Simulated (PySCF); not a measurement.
# C4F3N3S: a tour of settings, part 1 of 2

Aim: see how C4F3N3S (`N#Cc1nsc(C(F)(F)F)n1`) answers to the choice of functional, basis, grid and SCF options.

The runs use PySCF 2.14.0, with density-fitted response routines of our own; the level of theory stands in each step. All values are computed, except where a source is named. Atoms count from 0, in the outputs and in this text.

## (1) The molecule as given

11 atoms, charge 0, multiplicity 1; geometry from: GFN2-xTB.

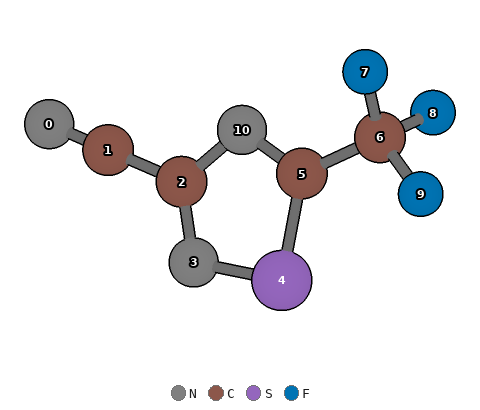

As it starts; nitrogen grey, carbon brown, sulfur purple, fluorine blue, atoms numbered; sticks join atoms by distance.

## (2) Shielding tensors: PBE0/pcSseg-1

The job: settings as JSON, then the geometry in Å.

```
{"job": {"kind": "nmr", "xc": "PBE0", "basis": "pcSseg-1"}, "charge": 0, "multiplicity": 1}
N     -3.763124     1.326810     0.113543
C     -2.786575     0.733772     0.073289
C     -1.572299     0.006779     0.019141
N     -1.556666    -1.307455    -0.066497
S     -0.050476    -1.862512    -0.115403
C      0.567178    -0.233554    -0.012667
C      2.022939     0.101143    -0.017068
F      2.336950     1.022147     0.892210
F      2.424697     0.560871    -1.208580
F      2.764144    -0.986079     0.246041
N     -0.381345     0.640750     0.050028
```

With the program's defaults for keys left out, this is: GIAO PBE0/pcSseg-1 NMR shielding, non-relativistic, gas phase.

Run with:

```console
OMP_NUM_THREADS=1 python probes_run.py task.json out
```

The driver reads the jobs from task.json and runs them one after another.

Log:

```text
coarse grid: 12416 points
cycle   1  E = -1013.2297590921  dE =  2.465e+00  |g| = 1.026e+00  |ddm| = 3.769e+00
cycle   2  E = -1012.8393114088  dE =  3.904e-01  |g| = 1.798e+00  |ddm| = 1.976e+00
cycle   3  E = -1013.4170562297  dE = -5.777e-01  |g| = 2.434e-01  |ddm| = 1.382e+00
cycle   4  E = -1013.4268627010  dE = -9.806e-03  |g| = 1.112e-01  |ddm| = 2.342e-01
cycle   5  E = -1013.4289977976  dE = -2.135e-03  |g| = 4.519e-02  |ddm| = 1.081e-01
cycle   6  E = -1013.4294382499  dE = -4.405e-04  |g| = 1.088e-02  |ddm| = 4.218e-02
cycle   7  E = -1013.4294615964  dE = -2.335e-05  |g| = 2.921e-03  |ddm| = 1.073e-02
cycle   8  E = -1013.4294629257  dE = -1.329e-06  |g| = 1.448e-03  |ddm| = 2.976e-03
final grid: 124368 points
cycle   9  E = -1013.5111029503  dE = -3.628e-05  |g| = 8.719e-03  |ddm| = 3.141e-02
cycle  10  E = -1013.5110741404  dE =  2.881e-05  |g| = 1.427e-02  |ddm| = 1.935e-02
cycle  11  E = -1013.5111189909  dE = -4.485e-05  |g| = 1.819e-03  |ddm| = 1.327e-02
cycle  12  E = -1013.5111196366  dE = -6.457e-07  |g| = 6.766e-04  |ddm| = 1.884e-03
cycle  13  E = -1013.5111197233  dE = -8.671e-08  |g| = 2.252e-04  |ddm| = 5.625e-04
cycle  14  E = -1013.5111197328  dE = -9.500e-09  |g| = 8.070e-05  |ddm| = 2.057e-04
cycle  15  E = -1013.5111197341  dE = -1.228e-09  |g| = 1.790e-05  |ddm| = 7.305e-05
cycle  16  E = -1013.5111197341  dE = -7.071e-11  |g| = 4.607e-06  |ddm| = 1.867e-05
converged SCF energy = -1013.5111197341

GIAO shielding tensors (ppm)
atom      isotropic    diamagn.    paramagn.     s11        s22        s33       span
  0 N      -53.513     338.724    -392.237   -222.102   -205.333    266.895    488.997
  1 C       69.888     256.382    -186.494    -43.475    -35.530    288.670    332.145
  2 C       35.594     253.542    -217.949    -34.841     62.611     79.010    113.851
  3 N      -81.933     328.953    -410.886   -332.082   -129.910    216.191    548.273
  4 S       52.658    1056.133   -1003.475   -140.187     67.421    230.739    370.925
  5 C       -1.761     265.751    -267.512    -85.620     -3.092     83.431    169.051
  6 C       58.610     237.508    -178.897     44.542     59.102     72.186     27.644
  7 F      246.135     471.489    -225.355    177.285    232.943    328.176    150.890
  8 F      234.500     471.217    -236.716    156.049    226.281    321.172    165.123
  9 F      251.199     470.808    -219.609    179.943    219.384    354.269    174.325
 10 N      -88.688     328.688    -417.376   -371.016   -114.592    219.545    590.562
```

Run time: 36 s. Hardware: 1 thread of Arm Neoverse V1, shared host; peak memory 0.83 GiB.

Shifts follow as δ = σ(reference) − σ, with reference shieldings (ppm) from runs at the same level and on the same kind of geometry: ¹³C TMS 186.9, ¹⁹F CFCl3 170.9, ¹⁵N NH3 267.7, ³³S CS2 504. The references are single molecules in the gas phase, so shifts against H2O, NH3, PH3, H3PO4 or CFCl3 are not on the usual liquid scales and can be off by tens of ppm. Atoms listed in one row are averaged.

```
     atoms                                          environment  σ (ppm)  δ (ppm)  δ scaled to CDCl3
        C5  substituted aromatic carbon next to a ring nitrogen     -1.8    188.7              177.8
        C2  substituted aromatic carbon next to a ring nitrogen     35.6    151.3              145.8
        C6                                           CF3 carbon     58.6    128.3              123.3
        C1                                       nitrile carbon     69.9    117.0              112.3
       N10                   pyridine-type nitrogen of an azole    -88.7    356.4                  –
        N3                   pyridine-type nitrogen of an azole    -81.9    349.7                  –
        N0                                     nitrile nitrogen    -53.5    321.2                  –
        S4                                 aromatic ring sulfur       53      451                  –
F7, F8, F9                              fluorine of a CF3 group    243.9    -73.0                  –
```

The scaled column applies a straight-line fit of computed shieldings to shifts measured in CDCl3, with any fitted terms for Cl, Br or S neighbours; 19F shifts take a fit of their own (root-mean-square error 0.16 ppm for H, 1.9 ppm for C).

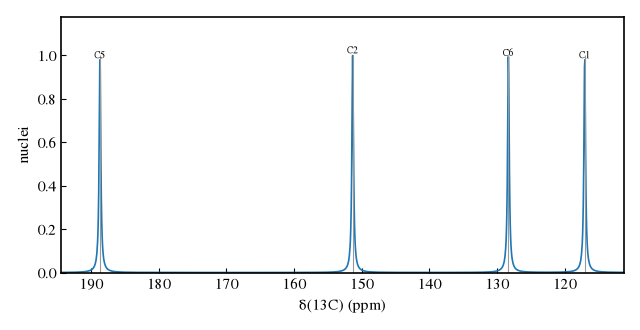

¹³C lines at the computed shifts, without couplings. Lines are broadened to a width of 0.29 ppm (Lorentzian).

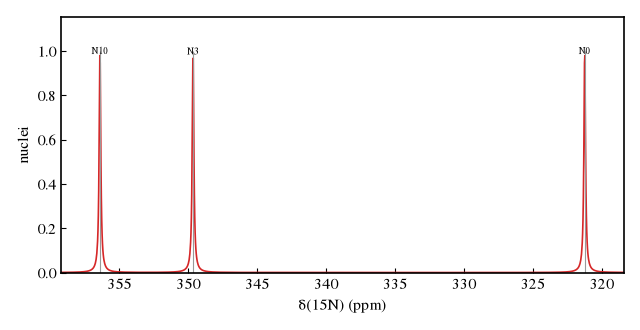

¹⁵N lines at the computed shifts, without couplings. Lines are broadened to a width of 0.14 ppm (Lorentzian).

Charges from the same density, by scheme (e):

```
     atoms  Mulliken    IAO  Hirshfeld  ESP fit
        N0     -0.20  -0.18      -0.17    -0.31
        C1      0.18   0.15       0.09     0.11
        C2      0.37   0.18       0.12     0.74
        N3     -0.47  -0.43      -0.16    -0.49
        S4      0.54   0.58       0.25     0.30
        C5     -0.27  -0.07       0.02     0.11
        C6      0.95   0.81       0.26     0.46
F7, F8, F9     -0.25  -0.27      -0.08    -0.15
       N10     -0.33  -0.24      -0.15    -0.48
```

Mulliken charges:

```
atom  value (e)
  N0      -0.20
  C1       0.18
  C2       0.37
  N3      -0.47
  S4       0.54
  C5      -0.27
  C6       0.95
  F7      -0.24
  F8      -0.25
  F9      -0.27
 N10      -0.33
```

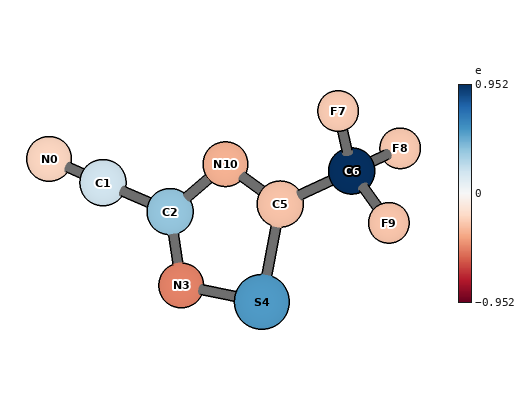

Mulliken charges, as colours on the atoms.

Mayer bond orders: N0–C1 3.02, C1–C2 0.99, C2–N3 1.50, N3–S4 1.25, S4–C5 1.16, C5–C6 0.91, C6–F7 1.04, C6–F8 1.02, C6–F9 0.98, C5–N10 1.64, N10–C2 1.28.

Ring of atoms C2, N3, S4, C5, N10: NICS(0) -15.0, NICS(1) -13.4, NICS(1)zz -31.8 ppm (means of both faces).

Orbitals, density, ELF and potential are computed afterwards from the orbital file.

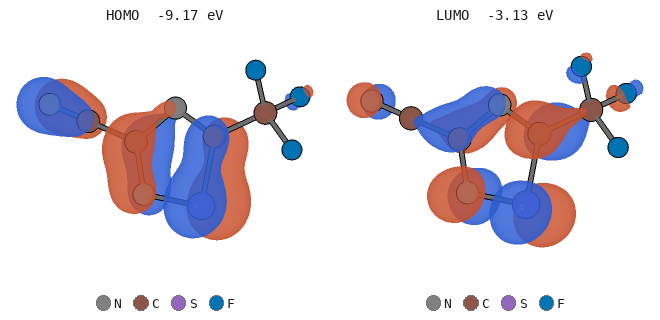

Frontier orbitals at PBE0/pcSseg-1; each surface holds 70 % of the orbital's density, blue and red mark the sign.

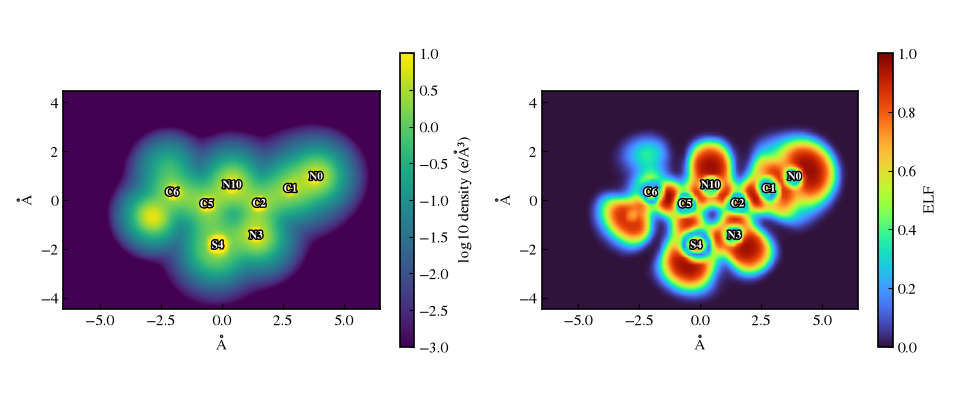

Density (left) and ELF (right) in a plane through or near 8 of the atoms.

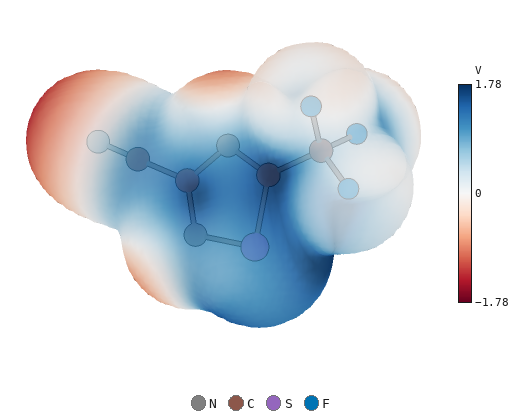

The potential that a unit positive charge feels on the 0.002 e/bohr³ surface, from -1.34 V near N0 to 1.78 V near S4.

## (3) TDDFT and polarisability: PBE0/def2-SVPD

The job, as its differences from that of step 2:

```diff
@@ -1,2 +1,2 @@
-{"job": {"kind": "nmr", "xc": "PBE0", "basis": "pcSseg-1"}, "charge": 0, "multiplicity": 1}
+{"job": {"kind": "uv", "xc": "PBE0", "basis": "def2-SVPD", "nstates": 6, "ntriplets": 2}, "charge": 0, "multiplicity": 1}
 N     -3.763124     1.326810     0.113543
```

With the program's defaults for keys left out, this is: TDDFT PBE0/def2-SVPD, vertical, gas phase, core orbitals frozen in the response.

Log:

```text
coarse grid: 12416 points
cycle   1  E = -1012.7404635605  dE =  2.386e+00  |g| = 9.689e-01  |ddm| = 6.562e+00
cycle   2  E = -1012.3725470207  dE =  3.679e-01  |g| = 1.701e+00  |ddm| = 3.062e+00
cycle   3  E = -1012.9164716037  dE = -5.439e-01  |g| = 2.405e-01  |ddm| = 2.087e+00
cycle   4  E = -1012.9268647500  dE = -1.039e-02  |g| = 1.001e-01  |ddm| = 3.490e-01
cycle   5  E = -1012.9285671124  dE = -1.702e-03  |g| = 4.386e-02  |ddm| = 1.592e-01
cycle   6  E = -1012.9289891899  dE = -4.221e-04  |g| = 1.132e-02  |ddm| = 8.836e-02
cycle   7  E = -1012.9290164465  dE = -2.726e-05  |g| = 2.732e-03  |ddm| = 2.078e-02
cycle   8  E = -1012.9290176900  dE = -1.244e-06  |g| = 1.332e-03  |ddm| = 5.638e-03
final grid: 124368 points
cycle   9  E = -1013.0380692442  dE = -2.517e-05  |g| = 8.911e-03  |ddm| = 8.894e-02
cycle  10  E = -1013.0380358200  dE =  3.342e-05  |g| = 1.469e-02  |ddm| = 3.584e-02
cycle  11  E = -1013.0380869528  dE = -5.113e-05  |g| = 1.881e-03  |ddm| = 2.482e-02
cycle  12  E = -1013.0380877152  dE = -7.624e-07  |g| = 5.330e-04  |ddm| = 3.190e-03
cycle  13  E = -1013.0380877660  dE = -5.086e-08  |g| = 2.285e-04  |ddm| = 7.857e-04
cycle  14  E = -1013.0380877764  dE = -1.035e-08  |g| = 6.358e-05  |ddm| = 3.724e-04
cycle  15  E = -1013.0380877772  dE = -7.899e-10  |g| = 1.982e-05  |ddm| = 1.280e-04
converged SCF energy = -1013.0380877772

Static polarisability (au): isotropic 83.070, principal 53.258 79.833 116.120

Singlet excitations
state   eV       nm        f      main configurations
  1   4.9093    252.5   0.00102   H-1->L 0.98
  2   5.3554    231.5   0.11254   H->L 0.91
  3   5.6772    218.4   0.00082   H-2->L 0.94
  4   6.1757    200.8   0.00106   H-4->L 0.68, H-1->L+1 0.15, H-4->L+1 0.08
  5   6.2792    197.5   0.04684   H->L+1 0.43, H->L+2 0.26, H-3->L 0.22
  6   6.3056    196.6   0.00320   H-1->L+1 0.76, H-4->L 0.10

Triplet excitations (Tamm-Dancoff, eV): 3.6095 4.4351
```

It took 56 s on 1 thread of Arm Neoverse V1, shared host; peak memory 0.94 GiB.

The orbitals next to the gap, with their largest atomic shares:

```
orbital      eV                       atoms
 HOMO−3  -10.62  N10 31 %, N3 26 %, S4 16 %
 HOMO−2  -10.53  N3 40 %, S4 17 %, N10 13 %
 HOMO−1   -9.84  N10 48 %, N3 26 %, S4 10 %
   HOMO   -9.16   S4 27 %, N0 16 %, N3 14 %
   LUMO   -3.17   S4 26 %, N3 23 %, C5 18 %
 LUMO+1   -1.81  N10 26 %, C5 15 %, N0 14 %
 LUMO+2   -1.28    S4 57 %, N3 12 %, C5 9 %
```

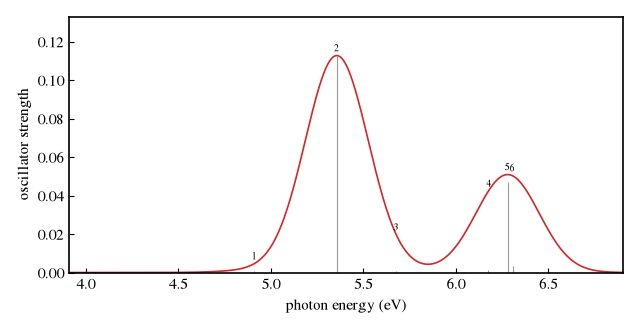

Absorption spectrum from the 6 singlet states computed; above the last one it falls off for lack of states. Lines are broadened to a width of 0.40 eV (Gaussian).

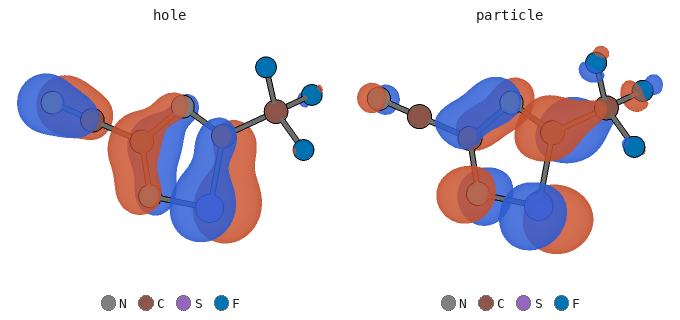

Leading natural transition orbitals of singlet state 2: the electron leaves the hole (left) for the particle orbital (right).

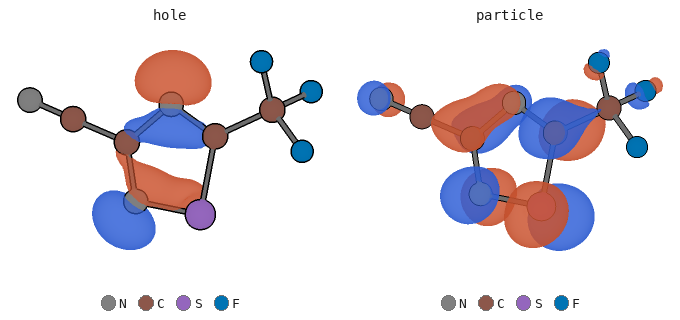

Leading natural transition orbitals of singlet state 1: the electron leaves the hole (left) for the particle orbital (right).

Further results of this job:

```
           property  computed
  dipole moment (D)      3.68
polarisability (Å³)     12.31
 HOMO–LUMO gap (eV)      5.99
      −ε(HOMO) (eV)      9.16
```

(Continued in part 2 of 2.)
